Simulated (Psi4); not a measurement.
**A workflow on SiH2F2 (SMILES F[SiH2]F)**

Wanted: a structure relaxation (B3LYP-D3(BJ)/cc-pVTZ), then vibrational wavenumbers of SiH2F2. 

Program for the calculation: Psi4 1.11.

## (1) Starting point

SiH2F2 has 5 atoms, charge 0, and is taken as a singlet. SMILES: `F[SiH2]F`. The shape is that of a PBE0-D4/def2-TZVP (4 decimals) optimisation. The run starts from this shape.

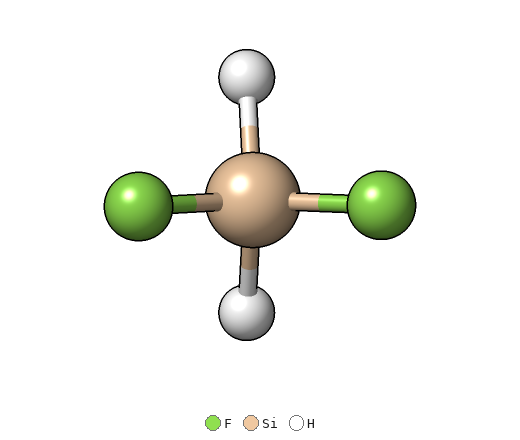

Viewed from a chosen angle; fluorine green, silicon light orange, hydrogen white.

## (2) A structure relaxation at B3LYP-D3(BJ)/cc-pVTZ (density fitting) (run 1)

File f2h2si.sdf:

```

     RDKit          3D

  5  4  0  0  0  0  0  0  0  0999 V2000
   -1.0790    0.5382    0.9807 F   0  0  0  0  0  0  0  0  0  0  0  0
   -0.0052   -0.0005   -0.0541 Si  0  0  0  0  0  4  0  0  0  0  0  0
    1.2476   -0.5206    0.7669 F   0  0  0  0  0  0  0  0  0  0  0  0
   -0.5905   -1.1387   -0.7863 H   0  0  0  0  0  0  0  0  0  0  0  0
    0.4271    1.1217   -0.9073 H   0  0  0  0  0  0  0  0  0  0  0  0
  2  1  1  0
  3  2  1  0
  4  2  1  0
  5  2  1  0
M  END
$$$$
```

File run_ase.py:

```python
import numpy as np
from ase.calculators.psi4 import Psi4
from ase.io import read
from ase.optimize import FIRE

a = read('f2h2si.sdf')
calc = Psi4(atoms=a, method='b3lyp-d3(bj)', basis='cc-pVTZ', memory='1600MB', num_threads=1, charge=0, multiplicity=1, label='f2h2si')
a.calc = calc

opt = FIRE(a)
done = opt.run(fmax=0.02, steps=60)
print('converged:', done)
for s, p in zip(a.symbols, a.positions):
    print(f'{s:2s} {p[0]:12.6f} {p[1]:12.6f} {p[2]:12.6f}')
```

Started as:

```
$ python run_ase.py
```

f2h2si.dat:

```text
[...]
  Running in c1 symmetry.
[...]
  Nuclear repulsion =  117.888078752202333
[...]
  Multiplicity = 1
[...]
  Nalpha       = 17
  Nbeta        = 17
[...]
    Number of basis functions: 122
[...]
   @DF-RKS iter   1:  -490.52790519049648   -4.07204e-01   4.68520e-03 ADIIS/DIIS
[...]
   @DF-RKS iter   9:  -490.61997443602638   -7.44649e-12   5.57648e-09 DIIS
[...]
    Orbital Energies [Eh]
    ---------------------
    Doubly Occupied:
       1A    -66.213331     2A    -24.688521     3A    -24.688518
       4A     -5.351455     5A     -3.712173     6A     -3.710483
       7A     -3.707993     8A     -1.212252     9A     -1.195096
      10A     -0.586700    11A     -0.504268    12A     -0.485693
      13A     -0.480920    14A     -0.443675    15A     -0.432330
      16A     -0.424080    17A     -0.356649
[...]
  @DF-RKS Final Energy:  -490.61997443602638
   => Energetics <=
    Nuclear Repulsion Energy =            117.8880787522023326
    One-Electron Energy =                -915.9842467097465715
    Two-Electron Energy =                 341.9459536219094957
    DFT Exchange-Correlation Energy =     -34.4661364879406804
    Empirical Dispersion Energy =          -0.0036236124509593
    VV10 Nonlocal Energy =                  0.0000000000000000
    Total Energy =                       -490.6199744360263821
[...]
 Multipole Moments:
 ------------------------------------------------------------------------------------
     Multipole            Electronic (a.u.)      Nuclear  (a.u.)        Total (a.u.)
 ------------------------------------------------------------------------------------
 L = 1.  Multiply by 2.5417464519 to convert [e a0] to [Debye]
 Dipole X            :          0.2565472           -0.3138464           -0.0572992
 Dipole Y            :          0.0267851           -0.0327350           -0.0059499
 Dipole Z            :          2.6588614           -3.2529820           -0.5941206
 Magnitude           :                                                    0.5969069
[...]
  -Total Gradient:
     Atom            X                  Y                   Z
    ------   -----------------  -----------------  -----------------
       1        0.000315033729    -0.000137429216     0.000129540893
       2       -0.000001798555     0.000000962776    -0.000028760244
       3       -0.000285741231     0.000137173272     0.000185500534
       4       -0.000024635646    -0.000090255484     0.000190250585
       5        0.000060146727     0.000096183589     0.000176042343
[...]
```

On the terminal:

```text
Step     Time          Energy          fmax
FIRE:    0 hh:mm:ss   -13350.441725        0.654809
FIRE:    1 hh:mm:ss   -13350.448237        0.191707
FIRE:    2 hh:mm:ss   -13350.447361        0.435983
FIRE:    3 hh:mm:ss   -13350.448023        0.365886
FIRE:    4 hh:mm:ss   -13350.448914        0.236671
FIRE:    5 hh:mm:ss   -13350.449443        0.068966
FIRE:    6 hh:mm:ss   -13350.449256        0.108007
FIRE:    7 hh:mm:ss   -13350.449275        0.103157
FIRE:    8 hh:mm:ss   -13350.449308        0.093675
FIRE:    9 hh:mm:ss   -13350.449353        0.079984
FIRE:   10 hh:mm:ss   -13350.449402        0.062708
FIRE:   11 hh:mm:ss   -13350.449449        0.042651
FIRE:   12 hh:mm:ss   -13350.449488        0.028598
FIRE:   13 hh:mm:ss   -13350.449516        0.018888
converged: True
F     -1.086487     0.541846     0.985551
Si    -0.005944    -0.000594    -0.061693
F      1.255892    -0.524140     0.770297
H     -0.590858    -1.139163    -0.787961
H      0.427138     1.122124    -0.908985
```

Wall time 79 s (1 thread of INTEL XEON PLATINUM 8581C at 2.10GHz (Emerald Rapids), shared host); peak memory 0.93 GiB.

Steps, from the record of the run:

```tsv
step	energy from the first frame kept (eV)	largest force (eV/Å)
0	0.0000	0.6548
1	-0.0065	0.1917
2	-0.0056	0.4360
3	-0.0063	0.3659
4	-0.0072	0.2367
5	-0.0077	0.0690
6	-0.0075	0.1080
7	-0.0075	0.1032
8	-0.0076	0.0937
9	-0.0076	0.0800
10	-0.0077	0.0627
11	-0.0077	0.0426
12	-0.0078	0.0286
13	-0.0078	0.0189
```

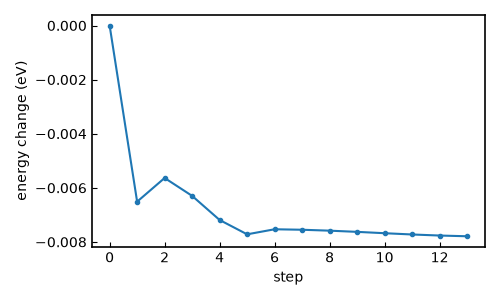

Energy along the run.

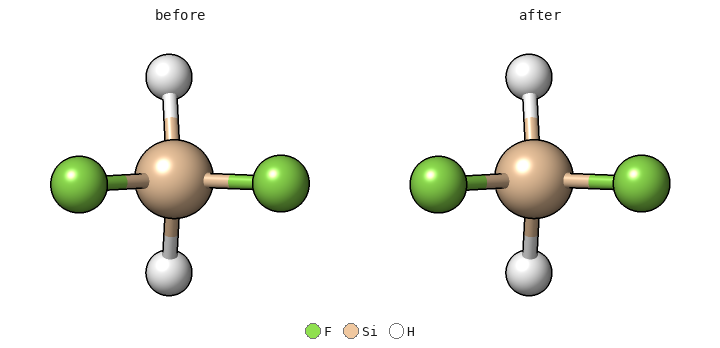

Before and after, at one scale.

After the run. Bond lengths: F1–Si2 1.600 Å, Si2–F3 1.600 Å, Si2–H4 1.472 Å, Si2–H5 1.472 Å. Angles: F1–Si2–F3 107.7°, F1–Si2–H4 108.5°, F1–Si2–H5 108.5°, F3–Si2–H4 108.5°, F3–Si2–H5 108.5°, H4–Si2–H5 115.0°.

## (3) Vibrational wavenumbers at B3LYP-D3(BJ)/cc-pVTZ (density fitting) (run 2)

File run_ase.py:

```python
import numpy as np
from ase.calculators.psi4 import Psi4
from ase import Atoms
from ase.vibrations import Vibrations

mol = Atoms(['F', 'Si', 'F', 'H', 'H'], positions=[
    [-1.086408, 0.541838, 0.986443],
    [-0.005857, -0.000583, -0.060804],
    [1.255972, -0.524145, 0.771186],
    [-0.590766, -1.139139, -0.787096],
    [0.427230, 1.122150, -0.908072],
])
calc = Psi4(atoms=mol, method='b3lyp-d3bj', basis='cc-pVTZ', memory='1600MB', num_threads=1, charge=0, multiplicity=1, label='f2h2si', reference='rks')
mol.calc = calc

vib = Vibrations(mol, delta=0.005)
vib.run()
vib.summary()
```

Started as:

```
$ python run_ase.py
```

f2h2si.dat:

```text
[...]
  Running in c1 symmetry.
[...]
  Nuclear repulsion =  117.903448590190379
[...]
  Multiplicity = 1
[...]
  Nalpha       = 17
  Nbeta        = 17
[...]
    Number of basis functions: 122
[...]
   @DF-RKS iter   1:  -490.52785719361145   -4.06517e-01   4.68597e-03 ADIIS/DIIS
[...]
   @DF-RKS iter  10:  -490.61996915088321   -1.53477e-12   3.86223e-09 DIIS
[...]
    Orbital Energies [Eh]
    ---------------------
    Doubly Occupied:
       1A    -66.213091     2A    -24.688400     3A    -24.688375
       4A     -5.351279     5A     -3.711993     6A     -3.710313
       7A     -3.707804     8A     -1.212138     9A     -1.194982
      10A     -0.586722    11A     -0.504163    12A     -0.485637
      13A     -0.480924    14A     -0.443570    15A     -0.432225
      16A     -0.424085    17A     -0.356846
[...]
  @DF-RKS Final Energy:  -490.61996915088321
   => Energetics <=
    Nuclear Repulsion Energy =            117.9034485901903793
    One-Electron Energy =                -916.0177072883766414
    Two-Electron Energy =                 341.9646935492203284
    DFT Exchange-Correlation Energy =     -34.4667799890062412
    Empirical Dispersion Energy =          -0.0036240129110398
    VV10 Nonlocal Energy =                  0.0000000000000000
    Total Energy =                       -490.6199691508832075
[...]
 Multipole Moments:
 ------------------------------------------------------------------------------------
     Multipole            Electronic (a.u.)      Nuclear  (a.u.)        Total (a.u.)
 ------------------------------------------------------------------------------------
 L = 1.  Multiply by 2.5417464519 to convert [e a0] to [Debye]
 Dipole X            :          0.2564083           -0.3138234           -0.0574151
 Dipole Y            :          0.0264828           -0.0326748           -0.0061920
 Dipole Z            :          2.6520323           -3.2482980           -0.5962656
 Magnitude           :                                                    0.5990555
[...]
  -Total Gradient:
     Atom            X                  Y                   Z
    ------   -----------------  -----------------  -----------------
       1        0.000398108101    -0.000077933740     0.000079515903
       2        0.000220450698     0.000586318826    -0.000771357797
       3       -0.000304603913     0.000228204873     0.000161109154
       4       -0.000041059846    -0.000127413501     0.000248172898
       5       -0.000214047067    -0.000612696876     0.000935895704
[...]
```

The script printed:

```text
---------------------
  #    meV     cm^-1
---------------------
  0    1.9i     15.2i
  1    1.6i     12.6i
  2    1.4i     11.7i
  3    0.2i      2.0i
  4    0.3       2.4
  5    1.1       9.3
  6   39.5     318.5
  7   88.0     709.9
  8   90.3     728.0
  9  105.9     853.9
 10  110.9     894.7
 11  120.4     971.4
 12  121.4     979.0
 13  283.4    2285.5
 14  285.0    2298.7
---------------------
Zero-point energy: 0.623 eV
```

Run time: 3 min. Hardware: 1 thread of INTEL XEON PLATINUM 8581C at 2.10GHz (Emerald Rapids), shared host; peak memory 1.2 GiB.

## (4) Outcome

```
                                            quantity          value
run 1, B3LYP-D3(BJ)/cc-pVTZ: total energy at the end  -490.61997 Eh
          run 1, B3LYP-D3(BJ)/cc-pVTZ: dipole moment         1.52 D
            run 1, B3LYP-D3(BJ)/cc-pVTZ: HOMO energy       -9.70 eV
            run 1, B3LYP-D3(BJ)/cc-pVTZ: LUMO energy        0.16 eV
          run 1, B3LYP-D3(BJ)/cc-pVTZ: HOMO–LUMO gap        9.87 eV
      run 1, B3LYP-D3(BJ)/cc-pVTZ: dispersion energy   -9.51 kJ/mol
```

The optimisation (run 1, B3LYP-D3(BJ)/cc-pVTZ) took 13 steps and changed the energy by -0.008 eV.
